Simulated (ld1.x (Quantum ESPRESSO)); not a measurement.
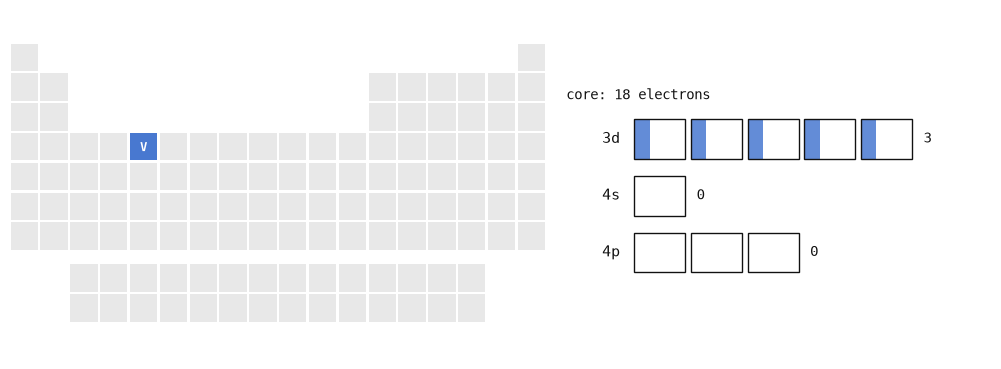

Left, the place of vanadium in the periodic table; right, the valence shells of the reference configuration: a box for each of the 2l + 1 orbitals, shaded by the share of the shell that is filled, with the electron count at the right.

**Pseudopotential generation: V (part 1 of 2)**

System: vanadium (V, Z = 23), core [Ar], reference valence 3d3 4s0 4p0 (an ion of charge +2), valence charge 5.
Method: TM potential, BLYP, scalar-relativistic, made with ld1.x (Quantum ESPRESSO) 7.5.

### Results in brief

- outcome: generated, with a spurious state above the valence levels
- cutoffs needed: 70 Ry and 90 Ry (the cutoffs, on a coarse ladder, from which the occupation-weighted sum of valence levels, in a spherical-Bessel basis at the reference potential, stays within 10 and 1 mRy of its value at 400 Ry); ghost states and empty shells don't enter this sum
- ghost test: no ghost state below the valence levels in the s, d, p, f channels (spherical-Bessel basis up to 400 Ry, 20 bohr box)
- largest excitation error: -564 meV (all-electron minus pseudo) for 3d2 4s0 4p0, out of 7 test configurations
- clearest signs, in the scattering phases, of states that the all-electron atom lacks: s near −0.9 Ry
- range over which the phases arctan(r u′/u) at the test radius agree within 0.05 rad (a looser test near the poles than one of phase shifts): s: up to about -1.1 Ry; p: up to about 1.3 Ry; d: up to about -0.9 Ry
- hardware: 1 CPU thread, shared host
- wall time: 1 s

### Notes

The Bessel test looks below the valence levels only. The scattering phases show an s state near −0.9 Ry, 0.4 Ry above the channel's reference energy, that the all-electron atom lacks, which is too close to the valence region for the potential to be used. An excitation error of 564 meV in its own tests makes this a poorly transferable potential.

### Input file
```
 &input
   title='V', zed=23., rel=1, dft='BLYP', iswitch=3,
   config='[Ar] 3d3 4s0 4p0',
   nld=3, rlderiv=3.05, eminld=-4.0, emaxld=5.0, deld=0.02
 /
 &inputp
   pseudotype=2, tm=.true., lloc=1,
   nlcc=.true., new_core_ps=.true.,
   file_pseudopw='V.UPF', file_wfcaegen='ae.wfc', file_wfcncgen='nc.wfc', file_beta='beta', file_chi='chi'
 /
3
4S  1  0   0.00   0.00  1.80  1.80  0.0
3D  3  2   3.00   0.00  1.70  1.70  0.0
4P  2  1   0.00   0.00  2.80  2.80  0.0
 &test
   configts(1)='3d3 4s0 4p0'
 /
```

### Input of the test run
```
 &input
   title='V', zed=23., rel=1, dft='BLYP', iswitch=2,
   config='[Ar] 3d3 4s0 4p0'
 /
 &test
   file_pseudo='V.UPF', nconf=8,
   configts(1)='3d3 4s0 4p0',
   configts(2)='3d3 4s2 4p0',
   configts(3)='3d3 4s1 4p0',
   configts(4)='3d2 4s0 4p0',
   configts(5)='3d3 4s0 4p2',
   configts(6)='3d3 4s1 4p1',
   configts(7)='3d3 4s0 4p1',
   configts(8)='3d4 4s1 4p0'
 /
```

Launched with:
```bash
ld1.x < V.in > V.out
```

### Output
```
     Program LD1 v.7.5
     --------------------------- All-electron run ----------------------------

     V
     scalar relativistic calculation

     atomic number is 23.00
     dft =BLYP   lsd =0 sic =0 latt =0  beta=0.20 tr2=1.0E-14
     Exchange-correlation= BLYP
                           (   1   3   1   3   0   0   0)
     mesh =1181 r(mesh) = 100.93793 a.u. xmin = -7.00 dx = 0.01250
     1 Ry =  13.60569312 eV, c = 137.03599908

     n l     nl                  e(Ry)          e(Ha)          e(eV)
     1 0     1S 1( 2.00)      -395.6919      -197.8460     -5383.6632
     2 0     2S 1( 2.00)       -45.5098       -22.7549      -619.1927
     2 1     2P 1( 6.00)       -38.2159       -19.1080      -519.9541
     3 0     3S 1( 2.00)        -6.3658        -3.1829       -86.6113
     3 1     3P 1( 6.00)        -4.4456        -2.2228       -60.4848
     3 2     3D 1( 3.00)        -1.5679        -0.7840       -21.3324
     4 0     4S 1( 0.00)        -1.3272        -0.6636       -18.0572
     4 1     4P 1( 0.00)        -0.9708        -0.4854       -13.2078

     final scf error:  4.6E-15 reached in  22 iterations

     Etot =   -1896.951701 Ry,    -948.475851 Ha,  -25809.342715 eV

     Ekin =    1914.662486 Ry,     957.331243 Ha,   26050.310224 eV
     Encl =   -4488.934441 Ry,   -2244.467220 Ha,  -61075.064450 eV
     Eh   =     767.415017 Ry,     383.707508 Ha,   10441.213215 eV
     Exc  =     -90.094763 Ry,     -45.047382 Ha,   -1225.801703 eV

     normalization and overlap integrals

     s(1S/1S) =  1.000000  <r> =   0.0664  <r2> =    0.0059  r(max) =   0.0435
     s(2S/2S) =  1.000000  <r> =   0.3083  <r2> =    0.1124  r(max) =   0.2565
     s(2P/2P) =  1.000000  <r> =   0.2741  <r2> =    0.0926  r(max) =   0.2074
     s(3S/3S) =  1.000000  <r> =   0.9485  <r2> =    1.0382  r(max) =   0.8204
     s(3P/3P) =  1.000000  <r> =   1.0152  <r2> =    1.2141  r(max) =   0.8411
     s(3D/3D) =  1.000000  <r> =   1.3281  <r2> =    2.2679  r(max) =   0.8843
     s(4S/4S) =  1.000000  <r> =   2.7988  <r2> =    8.8499  r(max) =   2.4645
     s(4P/4P) =  1.000000  <r> =   3.2965  <r2> =   12.3213  r(max) =   2.8994

     ------------------------ End of All-electron run ------------------------

     --------------------- Generating NC pseudopotential ---------------------

      Generating local pot.: lloc=1, matching radius rcloc =   2.8000

      Computing core charge for nlcc:

       r > 1.51 : true rho core
      Core charge pseudized with two Bessel functions
      Integrated core pseudo-charge :   8.67

      Wfc   4S  rcut= 1.803  Using Troullier-Martins method

      Wfc   3D  rcut= 1.715  Using Troullier-Martins method

     ------------------- End of pseudopotential generation -------------------

     --------------------------- All-electron run ----------------------------

     V
     scalar relativistic calculation

     atomic number is 23.00
     dft =BLYP   lsd =0 sic =0 latt =0  beta=0.20 tr2=1.0E-14
     Exchange-correlation= BLYP
                           (   1   3   1   3   0   0   0)
     mesh =1181 r(mesh) = 100.93793 a.u. xmin = -7.00 dx = 0.01250
     1 Ry =  13.60569312 eV, c = 137.03599908

     n l     nl                  e(Ry)          e(Ha)          e(eV)
     1 0     1S 1( 2.00)      -395.6919      -197.8460     -5383.6632
     2 0     2S 1( 2.00)       -45.5098       -22.7549      -619.1927
     2 1     2P 1( 6.00)       -38.2159       -19.1080      -519.9541
     3 0     3S 1( 2.00)        -6.3658        -3.1829       -86.6113
     3 1     3P 1( 6.00)        -4.4456        -2.2228       -60.4848
     3 2     3D 1( 3.00)        -1.5679        -0.7840       -21.3324
     4 0     4S 1( 0.00)        -1.3272        -0.6636       -18.0572
     4 1     4P 1( 0.00)        -0.9708        -0.4854       -13.2078

     final scf error:  4.6E-15 reached in  22 iterations

     Etot =   -1896.951701 Ry,    -948.475851 Ha,  -25809.342715 eV

     Ekin =    1914.662486 Ry,     957.331243 Ha,   26050.310224 eV
     Encl =   -4488.934441 Ry,   -2244.467220 Ha,  -61075.064450 eV
     Eh   =     767.415017 Ry,     383.707508 Ha,   10441.213215 eV
     Exc  =     -90.094763 Ry,     -45.047382 Ha,   -1225.801703 eV

     normalization and overlap integrals

     s(1S/1S) =  1.000000  <r> =   0.0664  <r2> =    0.0059  r(max) =   0.0435
     s(2S/2S) =  1.000000  <r> =   0.3083  <r2> =    0.1124  r(max) =   0.2565
     s(2P/2P) =  1.000000  <r> =   0.2741  <r2> =    0.0926  r(max) =   0.2074
     s(3S/3S) =  1.000000  <r> =   0.9485  <r2> =    1.0382  r(max) =   0.8204
     s(3P/3P) =  1.000000  <r> =   1.0152  <r2> =    1.2141  r(max) =   0.8411
     s(3D/3D) =  1.000000  <r> =   1.3281  <r2> =    2.2679  r(max) =   0.8843
     s(4S/4S) =  1.000000  <r> =   2.7988  <r2> =    8.8499  r(max) =   2.4645
     s(4P/4P) =  1.000000  <r> =   3.2965  <r2> =   12.3213  r(max) =   2.8994

     ------------------------ End of All-electron run ------------------------

     Computing logarithmic derivative in   3.06723
     Computing logarithmic derivative in   3.06723
     Computing the partial wave expansion
     R is outside the sphere for l=    0 j= 0.00
       no projector for channel:   1
     R is outside the sphere for l=    2 j= 0.00

     ---------------------- Testing the pseudopotential ----------------------

     V
     scalar relativistic calculation

     atomic number is 23.00   valence charge is  5.00
     dft =BLYP   lsd =0 sic =0 latt =0  beta=0.20 tr2=1.0E-14
     mesh =1181 r(mesh) = 100.93793 xmin = -7.00 dx = 0.01250

     n l     nl             e AE (Ry)        e PS (Ry)    De AE-PS (Ry)
     3 2     3D   1( 3.00)       -1.56790       -1.56791        0.00000
     1 0     4S   1( 0.00)       -1.32718       -1.32718       -0.00000
     2 1     4P   1( 0.00)       -0.97075       -0.97076        0.00000

     eps = 2.9E-16  iter =  4

     Etot =   -1896.951701 Ry,    -948.475851 Ha,  -25809.342715 eV
     Etotps =   -23.553182 Ry,     -11.776591 Ha,    -320.457367 eV

     Ekin =      23.424291 Ry,      11.712145 Ha,     318.703708 eV
     Encl =     -11.515076 Ry,      -5.757538 Ha,    -156.670591 eV
     Ehrt =       6.129934 Ry,       3.064967 Ha,      83.402003 eV
     Ecxc =     -17.470294 Ry,      -8.735147 Ha,    -237.695458 eV
     (Ecc =     -12.919790 Ry,      -6.459895 Ha,    -175.782697 eV)
     Epseu=     -24.122037 Ry,     -12.061018 Ha,    -328.197030 eV

     ---------------------- End of pseudopotential test ----------------------
```

### Output of the test run (extracts)
```
     ---------------------- Testing the pseudopotential ----------------------

     V
     scalar relativistic calculation

     atomic number is 23.00   valence charge is  5.00
     dft =BLYP   lsd =0 sic =0 latt =0  beta=0.20 tr2=1.0E-14
     mesh =1181 r(mesh) = 100.93793 xmin = -7.00 dx = 0.01250

     n l     nl             e AE (Ry)        e PS (Ry)    De AE-PS (Ry)
     3 2     3D   1( 3.00)       -1.56790       -1.56791        0.00000
     1 0     4S   1( 0.00)       -1.32718       -1.32718       -0.00000
     2 1     4P   1( 0.00)       -0.97075       -0.97076        0.00000

     eps = 3.3E-17  iter =  4

     Etot =   -1896.951701 Ry,    -948.475851 Ha,  -25809.342715 eV
     Etotps =   -23.553182 Ry,     -11.776591 Ha,    -320.457367 eV

     Ekin =      23.424290 Ry,      11.712145 Ha,     318.703707 eV
     Encl =     -11.515076 Ry,      -5.757538 Ha,    -156.670591 eV
     Ehrt =       6.129934 Ry,       3.064967 Ha,      83.402003 eV
     Ecxc =     -17.470294 Ry,      -8.735147 Ha,    -237.695458 eV
     (Ecc =     -12.919790 Ry,      -6.459895 Ha,    -175.782697 eV)
     Epseu=     -24.122037 Ry,     -12.061018 Ha,    -328.197028 eV

     ---------------------- End of pseudopotential test ----------------------

     ---------------------- Testing the pseudopotential ----------------------

     V
     scalar relativistic calculation

     atomic number is 23.00   valence charge is  5.00
     dft =BLYP   lsd =0 sic =0 latt =0  beta=0.20 tr2=1.0E-14
     mesh =1181 r(mesh) = 100.93793 xmin = -7.00 dx = 0.01250

     n l     nl             e AE (Ry)        e PS (Ry)    De AE-PS (Ry)
     3 2     3D   1( 3.00)       -0.37096       -0.37297        0.00201
     1 0     4S   1( 2.00)       -0.33713       -0.34226        0.00513  !
     2 1     4P   1( 0.00)       -0.09823       -0.09949        0.00126

     eps = 9.3E-15  iter = 23

     Etot =   -1898.578884 Ry,    -949.289442 Ha,  -25831.481662 eV
     Etotps =   -25.185789 Ry,     -12.592895 Ha,    -342.670120 eV
     dEtot_ae =      -1.627183 Ry
     dEtot_ps =      -1.632607 Ry,   Delta E=       0.005425 Ry

     Ekin =      22.956587 Ry,      11.478294 Ha,     312.340280 eV
     Encl =     -17.632749 Ry,      -8.816374 Ha,    -239.905772 eV
     Ehrt =      10.830214 Ry,       5.415107 Ha,     147.352570 eV
     Ecxc =     -18.143945 Ry,      -9.071972 Ha,    -246.860945 eV
     (Ecc =     -12.919790 Ry,      -6.459895 Ha,    -175.782697 eV)
     Epseu=     -23.195897 Ry,     -11.597948 Ha,    -315.596254 eV

     ---------------------- End of pseudopotential test ----------------------

     ---------------------- Testing the pseudopotential ----------------------

     V
     scalar relativistic calculation

     atomic number is 23.00   valence charge is  5.00
     dft =BLYP   lsd =0 sic =0 latt =0  beta=0.20 tr2=1.0E-14
     mesh =1181 r(mesh) = 100.93793 xmin = -7.00 dx = 0.01250

     n l     nl             e AE (Ry)        e PS (Ry)    De AE-PS (Ry)
     3 2     3D   1( 3.00)       -0.92429       -0.92373       -0.00057
     1 0     4S   1( 1.00)       -0.80451       -0.80738        0.00287
     2 1     4P   1( 0.00)       -0.50398       -0.50548        0.00150

     eps = 8.2E-15  iter =  9

     Etot =   -1898.013703 Ry,    -949.006852 Ha,  -25823.791992 eV
     Etotps =   -24.616198 Ry,     -12.308099 Ha,    -334.920438 eV
     dEtot_ae =      -1.062002 Ry
     dEtot_ps =      -1.063016 Ry,   Delta E=       0.001014 Ry

     Ekin =      23.160371 Ry,      11.580186 Ha,     315.112900 eV
     Encl =     -14.768620 Ry,      -7.384310 Ha,    -200.937313 eV
     Ehrt =       8.392923 Ry,       4.196461 Ha,     114.191529 eV
     Ecxc =     -17.825340 Ry,      -8.912670 Ha,    -242.526112 eV
     (Ecc =     -12.919790 Ry,      -6.459895 Ha,    -175.782697 eV)
     Epseu=     -23.575531 Ry,     -11.787766 Ha,    -320.761442 eV

     ---------------------- End of pseudopotential test ----------------------

     ---------------------- Testing the pseudopotential ----------------------

     V
     scalar relativistic calculation

     atomic number is 23.00   valence charge is  5.00
     dft =BLYP   lsd =0 sic =0 latt =0  beta=0.20 tr2=1.0E-14
     mesh =1181 r(mesh) = 100.93793 xmin = -7.00 dx = 0.01250

     n l     nl             e AE (Ry)        e PS (Ry)    De AE-PS (Ry)
     3 2     3D   1( 2.00)       -2.71498       -2.80059        0.08561  !
     1 0     4S   1( 0.00)       -2.06901       -2.06901        0.00000
     2 1     4P   1( 0.00)       -1.63457       -1.63601        0.00144

     eps = 2.9E-16  iter =  7

     Etot =   -1894.827920 Ry,    -947.413960 Ha,  -25780.447195 eV
     Etotps =   -21.387935 Ry,     -10.693968 Ha,    -290.997685 eV
     dEtot_ae =       2.123782 Ry
     dEtot_ps =       2.165247 Ry,   Delta E=      -0.041465 Ry

     Ekin =      17.387064 Ry,       8.693532 Ha,     236.563058 eV
     Encl =      -7.690503 Ry,      -3.845252 Ha,    -104.634624 eV
     Ehrt =       2.969058 Ry,       1.484529 Ha,      40.396093 eV
     Ecxc =     -16.146581 Ry,      -8.073290 Ha,    -219.685426 eV
     (Ecc =     -12.919790 Ry,      -6.459895 Ha,    -175.782697 eV)
     Epseu=     -17.906973 Ry,      -8.953487 Ha,    -243.636786 eV

     ---------------------- End of pseudopotential test ----------------------
```

(Continued in part 2.)
